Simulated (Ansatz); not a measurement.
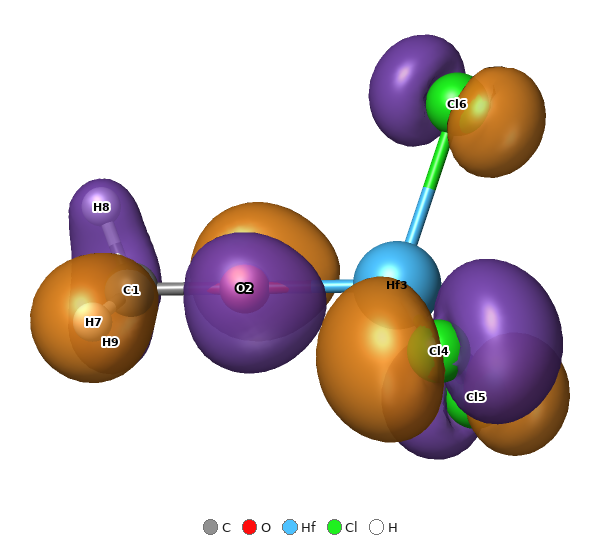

CH3Cl3HfO. The HOMO at ±0.1 Å⁻³ᐟ² (orange and purple are the two phases), seen across its widest extent.

Geometry: PBE0-D4/def2-TZVP; core potentials replace the inner electrons of Hf.

Method: RKS PBE0-D4/def2-TZVPP (Ansatz 0.2.0).

Input file:

```
crystal:
  periodic: [false, false, false]
  atoms:
    - {symbol: C, position_ang: [-1.094607, -0.479729, -1.250907]}
    - {symbol: O, position_ang: [-0.210863, -0.094298, -0.241661]}
    - {symbol: Hf, position_ang: [0.973011, 0.426073, 1.111863]}
    - {symbol: Cl, position_ang: [1.991550, -1.494147, 1.982576]}
    - {symbol: Cl, position_ang: [2.577581, 1.855268, 0.181695]}
    - {symbol: Cl, position_ang: [-0.246979, 1.533850, 2.775284]}
    - {symbol: H, position_ang: [-1.067355, -1.565312, -1.374110]}
    - {symbol: H, position_ang: [-2.111487, -0.175463, -0.990540]}
    - {symbol: H, position_ang: [-0.810842, -0.006243, -2.194188]}
basis:
  gaussian: {orbitals: def2-TZVPP}
hamiltonian: {xc: pbe0, dispersion: d4}
output: {orbitals: {seedname: orbitals}}
```

Launched as:

```sh
ansatz run in.yaml --threads 2 --pin off --events-out ev --progress --plain --max-ram 32768MiB --backend cpu
```

**Describe this orbital and give its energy.**

Its weight (Hirshfeld) is mainly on Cl4 (about 30 %), O2 (about 30 %), Cl6 (about 10 %), Cl5 (about 10 %) and C1 (about 10 %); largely a combination of lone pairs on Cl4, O2, Cl6 and Cl5. It is one of a degenerate set, so its orientation is arbitrary. Its energy is −9.13 eV.
